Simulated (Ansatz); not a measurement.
# BrH₂OSi+: an energy map over bond length Si2–Br3 and angle Br3–Si2–O1

How does the energy of BrH₂OSi, SMILES O[SiH+]Br, charge +1 change over two coordinates at once? A grid of runs gives the map.

Method: RKS PBE-D4/def2-TZVP; program: Ansatz 0.2.0.

### 1 Starting geometry

SMILES `O[SiH+]Br`, 5 atoms, charge 1, spin multiplicity 1.

Atoms are counted from 1 here; the program's logs count them from 0.

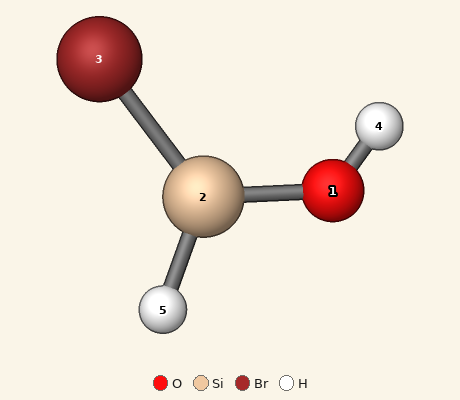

Start geometry, drawn with colours as in the key; atoms are numbered from 1 in the order of the file.

Geometry (Å):

```xyz
5

O    -1.1532   -0.1329   -0.3699
Si    0.3327    0.3305    0.0249
Br    1.8048   -0.9370    0.8990
H    -1.5674   -1.0164   -0.2686
H     0.5831    1.7559   -0.2855
```

This geometry comes from a loose relaxation at PBE in a small basis, which is not shown.

### 2 The minimum at this level

Input file input.yaml:

```yaml
crystal:
  periodic: [false, false, false]
  atoms:
    - { symbol: O, position_ang: [-1.153178, -0.132903, -0.369854] }
    - { symbol: Si, position_ang: [0.332701, 0.330464, 0.024862] }
    - { symbol: Br, position_ang: [1.804764, -0.937006, 0.899023] }
    - { symbol: H, position_ang: [-1.567396, -1.016449, -0.268553] }
    - { symbol: H, position_ang: [0.583109, 1.755894, -0.285479] }
total_charge: 1
basis:
  gaussian: { orbitals: def2-TZVP }
hamiltonian:
  xc: pbe
  dispersion: d4
output:
  forces: true
relax:
  f_tol: 0.003
  max_steps: 120
```

Command:

```sh
$ ansatz run input.yaml --threads 1 --pin off --max-ram 2560MiB --backend cpu --events-out ev --progress --plain --runs-dir out
```

Log, cut to the lines that bear on the results:

```text
Warning: RAYON_NUM_THREADS=1 ignored (pool sized by the plan → 1); use --threads N
[...]
Functional definition: PBE
[...]
867 factors; their error is unknown
[...]
mean field -79981.90174346 eV, -2939.2806753919 hartree, gradient 5.1e-5 eV, S^2 0.000000; 0 other end points of the search recorded, 0 dependent functions left out
[...]
reference -79981.90177635 eV, -2939.2806766008 hartree; 29, 29 occupied and 99, 99 virtual orbitals, 867 factors
relax step   1: F+E_penalty+E_count = -79981.99392436 eV  Δ(F+E_penalty+E_count) = +0.000e0 eV  max|allowed force component| = 5.526e-1 eV/Å  Δτ_max = 0.0000 Å  (27 SCF iters, accepted)
[...]
relax step   6: F+E_penalty+E_count = -79982.00382920 eV  Δ(F+E_penalty+E_count) = -1.498e-5 eV  max|allowed force component| = 5.330e-3 eV/Å  Δτ_max = 0.0018 Å  (22 SCF iters, accepted)
[...]
relax step   7: F+E_penalty+E_count = -79982.00383710 eV  Δ(F+E_penalty+E_count) = -7.898e-6 eV  max|allowed force component| = 3.714e-4 eV/Å  Δτ_max = 0.0015 Å  (22 SCF iters, accepted)
867 factors; their error is unknown
[...]
mean field -79981.91125666 eV, -2939.2810249958 hartree, gradient 9.0e-6 eV, S^2 0.000000; 1 other end points of the search recorded, 0 dependent functions left out
[...]
reference -79981.91128946 eV, -2939.2810262011 hartree; 29, 29 occupied and 99, 99 virtual orbitals, 867 factors
Total energy: -79982.00386989 eV, -2939.2844284692 hartree
Atom 0 at    -1.147380    -0.126244    -0.369548 Å, force    -0.000003     0.000215    -0.000057 eV/Å
Atom 1 at     0.322455     0.328331     0.021912 Å, force    -0.000172    -0.000371     0.000048 eV/Å
Atom 2 at     1.786146    -0.936113     0.892198 Å, force     0.000057     0.000013     0.000016 eV/Å
Atom 3 at    -1.541804    -1.013253    -0.260531 Å, force     0.000118    -0.000016     0.000041 eV/Å
Atom 4 at     0.580582     1.747279    -0.284032 Å, force     0.000001     0.000158    -0.000048 eV/Å
Dipole moment:    -0.530210     0.263340    -0.260775 e Å
```

Wall time 20 s (1 thread of Arm Neoverse V2, shared host); peak memory 0.2 GiB.

Step by step:

```tsv
step	energy from step 1 (eV)	largest force component (eV/Å)
1	0.0000	0.5526
2	-0.0076	0.3681
3	-0.0098	0.0193
4	-0.0099	0.0155
5	-0.0099	0.0108
6	-0.0099	0.0053
7	-0.0099	0.0004
```

Distances of close pairs at the start and the end, largest changes first:

```tsv
bond	before (Å)	after (Å)	change (Å)
O1–Si2	1.606	1.588	-0.018
Si2–Br3	2.130	2.121	-0.009
Si2–H5	1.480	1.474	-0.006
O1–H4	0.981	0.977	-0.004
```

### 3 The grid

First coordinate, bond length Si2–Br3: 15 values from 1.824 to 2.969 Å. Second coordinate, angle Br3–Si2–O1: 15 values from 99.7 to 149.7 °.

Nothing else is relaxed (all other coordinates rigid). Energies count from the relaxed molecule at the same level. Points are written as (first, second).

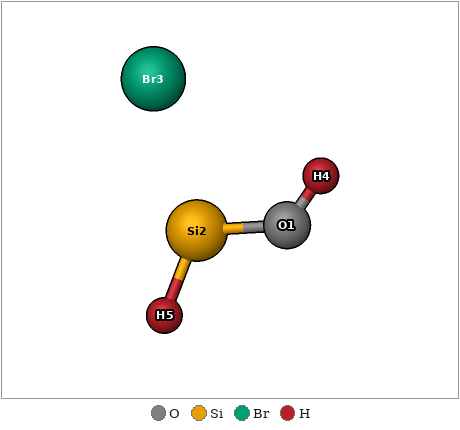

The geometry at (2.642 Å, 106.9°).

Below, 3 of the grid's runs; all are launched alike.

### 4 The run at (2.642 Å, 106.9°)

Input file input.yaml:

```yaml
crystal:
  periodic: [false, false, false]
  atoms:
    - { symbol: O, position_ang: [-1.14738, -0.126244, -0.369548] }
    - { symbol: Si, position_ang: [0.322455, 0.328331, 0.021912] }
    - { symbol: Br, position_ang: [1.534509, -1.786361, 1.041309] }
    - { symbol: H, position_ang: [-1.541804, -1.013253, -0.260531] }
    - { symbol: H, position_ang: [0.580582, 1.747279, -0.284032] }
total_charge: 1
basis:
  gaussian: { orbitals: def2-TZVP }
hamiltonian:
  xc: pbe
  dispersion: d4
output:
  forces: true
```

Command:

```sh
$ ansatz run input.yaml --threads 1 --pin off --max-ram 2560MiB --backend cpu --events-out ev --progress --plain --runs-dir out
```

Log, cut to the lines that bear on the results:

```text
Warning: RAYON_NUM_THREADS=1 ignored (pool sized by the plan → 1); use --threads N
[...]
[... 1 set-up line as earlier in the session ...]
[...]
867 factors; their error is unknown
[...]
mean field -79980.40934658 eV, -2939.2258308182 hartree, gradient 1.8e-5 eV, S^2 0.000000; 0 other end points of the search recorded, 0 dependent functions left out
[...]
reference -79980.40938086 eV, -2939.2258320780 hartree; 29, 29 occupied and 99, 99 virtual orbitals, 867 factors
Total energy: -79980.49806197 eV, -2939.2290910488 hartree
Atom 0 at    -1.147380    -0.126244    -0.369548 Å, force    -0.012131     0.442050    -0.127969 eV/Å
Atom 1 at     0.322455     0.328331     0.021912 Å, force     0.941843    -3.512650     1.315205 eV/Å
Atom 2 at     1.534509    -1.786361     1.041309 Å, force    -1.269339     2.926763    -1.266832 eV/Å
Atom 3 at    -1.541804    -1.013253    -0.260531 Å, force     0.036677    -0.063918     0.030826 eV/Å
Atom 4 at     0.580582     1.747279    -0.284032 Å, force     0.302951     0.207754     0.048770 eV/Å
Dipole moment:    -0.571876     0.899532    -0.453490 e Å
```

Wall time 2.4 s (1 thread of Arm Neoverse V2, shared host); peak memory 0.13 GiB.

Energy on the map's scale: 145 kJ/mol.

### 5 Grid point (2.969 Å, 124.7°)

Edit input.yaml of step 4 so:

```diff
@@ -5,3 +5,3 @@
     - { symbol: Si, position_ang: [0.322455, 0.328331, 0.021912] }
-    - { symbol: Br, position_ang: [1.534509, -1.786361, 1.041309] }
+    - { symbol: Br, position_ang: [2.371059, -1.442005, 1.240146] }
     - { symbol: H, position_ang: [-1.541804, -1.013253, -0.260531] }
```

Command:

```sh
$ ansatz run input.yaml --threads 1 --pin off --max-ram 2560MiB --backend cpu --events-out ev --progress --plain --runs-dir out
```

Log, cut to the lines that bear on the results:

```text
Warning: RAYON_NUM_THREADS=1 ignored (pool sized by the plan → 1); use --threads N
[...]
[... 1 set-up line as earlier in the session ...]
[...]
867 factors; their error is unknown
[...]
mean field -79979.43022355 eV, -2939.1898487106 hartree, gradient 3.9e-5 eV, S^2 0.000000; 0 other end points of the search recorded, 0 dependent functions left out
[...]
reference -79979.43025975 eV, -2939.1898500409 hartree; 29, 29 occupied and 99, 99 virtual orbitals, 867 factors
Total energy: -79979.50969229 eV, -2939.1927691330 hartree
Atom 0 at    -1.147380    -0.126244    -0.369548 Å, force     0.213102     0.033388     0.065854 eV/Å
Atom 1 at     0.322455     0.328331     0.021912 Å, force     1.957475    -2.084544     1.273993 eV/Å
Atom 2 at     2.371059    -1.442005     1.240146 Å, force    -2.175954     1.841555    -1.283097 eV/Å
Atom 3 at    -1.541804    -1.013253    -0.260531 Å, force    -0.094028    -0.115366    -0.000899 eV/Å
Atom 4 at     0.580582     1.747279    -0.284032 Å, force     0.099405     0.324966    -0.055851 eV/Å
Dipole moment:    -1.091348     0.718553    -0.586154 e Å
```

It took 2.4 s on 1 thread of Arm Neoverse V2, shared host; peak memory 0.13 GiB.

Energy on the map's scale: 241 kJ/mol.

### 6 Grid point (2.151 Å, 124.7°)

Edit input.yaml of step 5 so:

```diff
@@ -5,3 +5,3 @@
     - { symbol: Si, position_ang: [0.322455, 0.328331, 0.021912] }
-    - { symbol: Br, position_ang: [2.371059, -1.442005, 1.240146] }
+    - { symbol: Br, position_ang: [1.806641, -0.954254, 0.904506] }
     - { symbol: H, position_ang: [-1.541804, -1.013253, -0.260531] }
```

Command:

```sh
$ ansatz run input.yaml --threads 1 --pin off --max-ram 2560MiB --backend cpu --events-out ev --progress --plain --runs-dir out
```

Log, cut to the lines that bear on the results:

```text
Warning: RAYON_NUM_THREADS=1 ignored (pool sized by the plan → 1); use --threads N
[...]
[... 1 set-up line as earlier in the session ...]
[...]
867 factors; their error is unknown
[...]
mean field -79981.90284197 eV, -2939.2807157616 hartree, gradient 5.1e-5 eV, S^2 0.000000; 0 other end points of the search recorded, 0 dependent functions left out
[...]
reference -79981.90287488 eV, -2939.2807169709 hartree; 29, 29 occupied and 99, 99 virtual orbitals, 867 factors
Total energy: -79981.99508924 eV, -2939.2841057861 hartree
Atom 0 at    -1.147380    -0.126244    -0.369548 Å, force     0.022138    -0.000248     0.007881 eV/Å
Atom 1 at     0.322455     0.328331     0.021912 Å, force     0.367078    -0.337771     0.224039 eV/Å
Atom 2 at     1.806641    -0.954254     0.904506 Å, force    -0.397066     0.338913    -0.234940 eV/Å
Atom 3 at    -1.541804    -1.013253    -0.260531 Å, force    -0.003219    -0.007579     0.000985 eV/Å
Atom 4 at     0.580582     1.747279    -0.284032 Å, force     0.011069     0.006686     0.002035 eV/Å
Dipole moment:    -0.553800     0.282617    -0.274494 e Å
```

It took 2.2 s on 1 thread of Arm Neoverse V2, shared host; peak memory 0.13 GiB.

On the map this point reads 0.8 kJ/mol.

### 7 All points together

225 points were computed. Energies in kJ/mol, from the relaxed molecule at the same level:

```csv
"angle Br3–Si2–O1 (°) ↓, bond length Si2–Br3 (Å) →",1.824,1.906,1.988,2.069,2.151,2.233,2.315,2.397,2.479,2.560,2.642,2.724,2.806,2.888,2.969
149.7,196,118,73,52,47,54,69,89,113,138,164,190,216,241,264
146.1,180,103,59,38,34,42,58,79,103,129,156,183,209,235,258
142.6,167,90,47,28,24,33,49,71,96,122,149,177,204,229,254
139.0,156,80,38,19,16,25,42,64,89,116,144,172,199,225,249
135.4,148,72,30,12,9,19,36,58,84,111,139,167,195,221,246
131.9,142,67,25,7,5,14,32,55,80,108,136,164,192,218,243
128.3,139,64,22,4,2,12,29,52,78,105,134,162,190,217,242
124.7,138,63,21,3,1,10,28,51,77,104,133,161,189,216,241
121.1,140,65,23,4,2,11,29,51,77,105,133,161,189,215,241
117.6,145,69,26,7,5,14,31,53,79,106,134,162,190,216,241
114.0,152,76,32,13,9,18,35,57,82,109,137,164,192,218,243
110.4,163,86,41,21,17,25,41,62,87,113,140,168,195,221,245
106.9,177,98,52,31,26,33,48,69,93,118,145,172,199,224,248
103.3,195,114,67,44,38,44,58,78,101,126,152,178,204,229,253
99.7,218,135,86,61,53,57,70,89,111,135,160,185,210,235,258
```

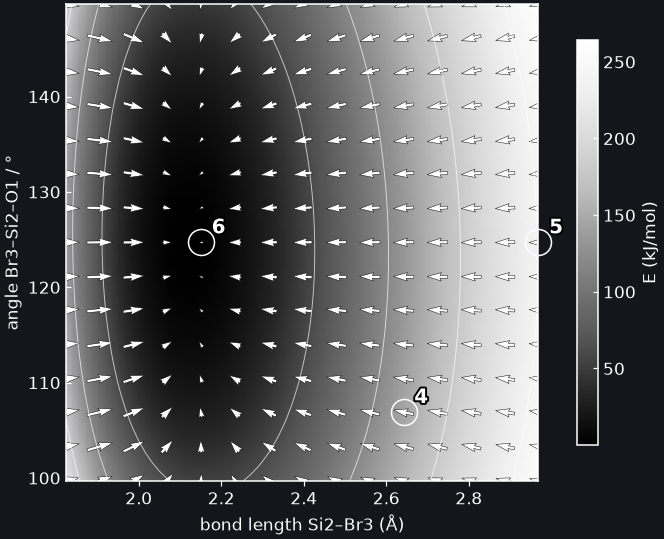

The map; numbers mark the steps of this session that print a point's run. Drawn: a smooth colour map, arrows along the force (downhill), longer where it is stronger. Between grid points the surface is interpolated.

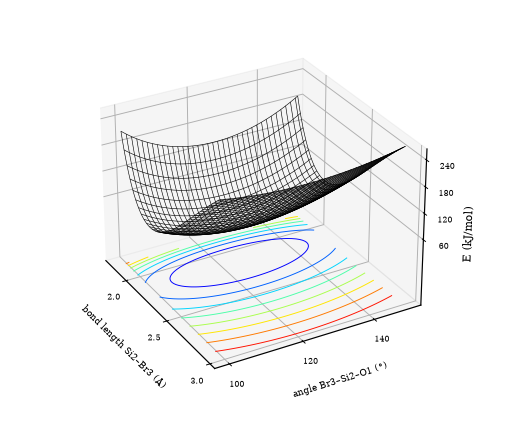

The same map in relief. In the figure: a relief with its contours projected below, any walls above the top of the colour scale cut off. Between grid points the surface is interpolated.

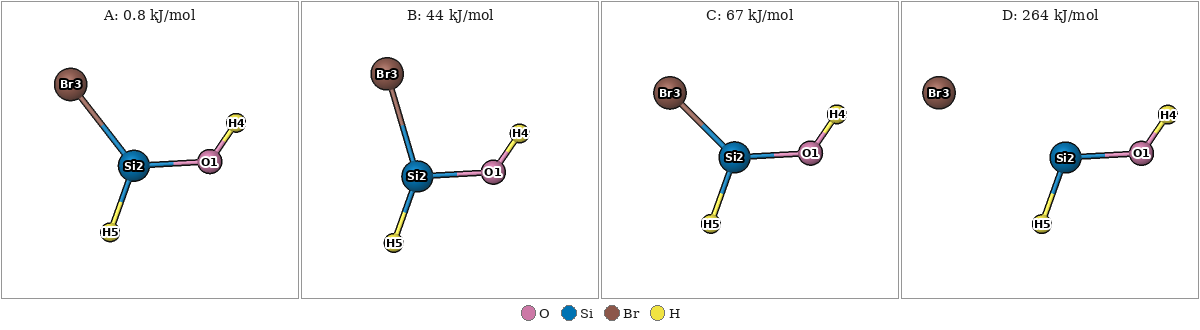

Structures on the grid, at one scale: A at (2.151 Å, 124.7°); B at (2.233 Å, 103.3°); C at (1.906 Å, 131.9°); D at (2.969 Å, 149.7°).

The largest force on an atom (eV/Å) at each point:

| angle Br3–Si2–O1 (°) ↓, bond length Si2–Br3 (Å) → | 1.824 | 1.906 | 1.988 | 2.069 | 2.151 | 2.233 | 2.315 | 2.397 | 2.479 | 2.560 | 2.642 | 2.724 | 2.806 | 2.888 | 2.969 |
| --- | --- | --- | --- | --- | --- | --- | --- | --- | --- | --- | --- | --- | --- | --- | --- |
| 149.7 | 12.5 | 7.7 | 4.2 | 2.2 | 1.9 | 2.4 | 2.9 | 3.2 | 3.4 | 3.5 | 3.5 | 3.4 | 3.3 | 3.2 | 3.0 |
| 146.1 | 12.4 | 7.5 | 4.1 | 2.0 | 1.6 | 2.2 | 2.7 | 3.1 | 3.3 | 3.4 | 3.4 | 3.4 | 3.3 | 3.2 | 3.0 |
| 142.6 | 12.2 | 7.4 | 3.9 | 1.8 | 1.4 | 2.0 | 2.6 | 3.0 | 3.3 | 3.5 | 3.5 | 3.4 | 3.3 | 3.2 | 3.0 |
| 139.0 | 12.1 | 7.3 | 3.8 | 1.6 | 1.1 | 1.9 | 2.6 | 3.1 | 3.4 | 3.5 | 3.5 | 3.5 | 3.4 | 3.2 | 3.1 |
| 135.4 | 12.1 | 7.2 | 3.7 | 1.5 | 0.9 | 1.8 | 2.6 | 3.1 | 3.4 | 3.5 | 3.6 | 3.5 | 3.4 | 3.3 | 3.1 |
| 131.9 | 12.0 | 7.2 | 3.7 | 1.3 | 0.7 | 1.8 | 2.6 | 3.1 | 3.4 | 3.6 | 3.6 | 3.5 | 3.4 | 3.3 | 3.1 |
| 128.3 | 12.0 | 7.1 | 3.7 | 1.2 | 0.6 | 1.8 | 2.6 | 3.1 | 3.4 | 3.6 | 3.6 | 3.5 | 3.4 | 3.3 | 3.1 |
| 124.7 | 12.0 | 7.2 | 3.7 | 1.2 | 0.6 | 1.8 | 2.6 | 3.1 | 3.4 | 3.6 | 3.6 | 3.6 | 3.4 | 3.3 | 3.1 |
| 121.1 | 12.1 | 7.2 | 3.7 | 1.2 | 0.7 | 1.8 | 2.6 | 3.1 | 3.4 | 3.6 | 3.6 | 3.5 | 3.4 | 3.3 | 3.2 |
| 117.6 | 12.2 | 7.3 | 3.8 | 1.3 | 0.8 | 1.9 | 2.6 | 3.1 | 3.4 | 3.5 | 3.6 | 3.6 | 3.5 | 3.4 | 3.2 |
| 114.0 | 12.3 | 7.4 | 3.9 | 1.4 | 1.0 | 2.0 | 2.8 | 3.2 | 3.5 | 3.6 | 3.7 | 3.6 | 3.6 | 3.4 | 3.3 |
| 110.4 | 12.4 | 7.5 | 4.0 | 1.6 | 1.3 | 2.2 | 2.9 | 3.3 | 3.6 | 3.7 | 3.8 | 3.7 | 3.6 | 3.5 | 3.4 |
| 106.9 | 12.6 | 7.7 | 4.2 | 1.8 | 1.5 | 2.4 | 3.0 | 3.5 | 3.7 | 3.8 | 3.9 | 3.8 | 3.7 | 3.6 | 3.4 |
| 103.3 | 12.9 | 8.0 | 4.5 | 2.1 | 1.7 | 2.5 | 3.2 | 3.6 | 3.9 | 4.0 | 4.0 | 3.9 | 3.8 | 3.7 | 3.5 |
| 99.7 | 13.3 | 8.3 | 4.8 | 2.5 | 1.9 | 2.7 | 3.3 | 3.7 | 4.0 | 4.1 | 4.1 | 4.0 | 3.9 | 3.8 | 3.6 |

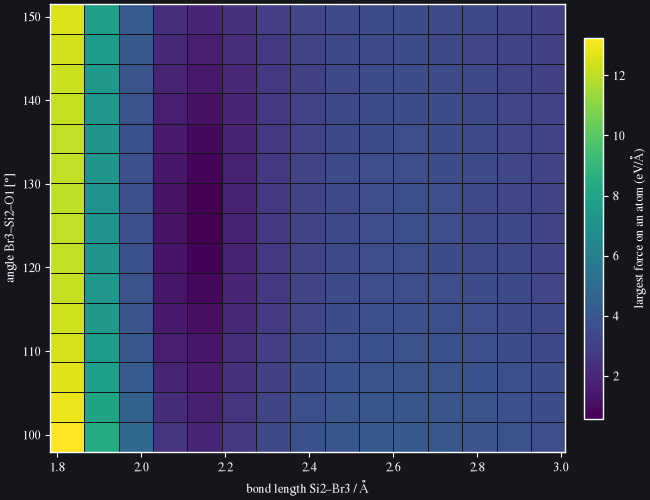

The largest force on an atom over the grid. In the figure: one coloured cell a grid point.

### 8 Results

| quantity | value |
| --- | --- |
| lowest point | (2.151 Å, 124.7°), 0.8 kJ/mol |
| highest computed point | (2.969 Å, 149.7°), 264 kJ/mol above the lowest |
| largest force on an atom (eV/Å) | 0.6 at (2.151 Å, 124.7°) to 13.3 at (1.824 Å, 99.7°); 0.6 at the lowest point |
| time for the whole task | 9.6 min on 1 thread, shared host |

The lowest computed point is at (2.151 Å, 124.7°), 0.8 kJ/mol from the relaxed molecule at the same level. The grid is coarse, so the lowest point of the scanned range may lie between grid points; coordinates that were held can hide deeper minima. No other kind of well shows on this grid. The highest computed point, (2.969 Å, 149.7°), lies 264 kJ/mol above the lowest. Round the minimum the two coordinates are nearly uncoupled.
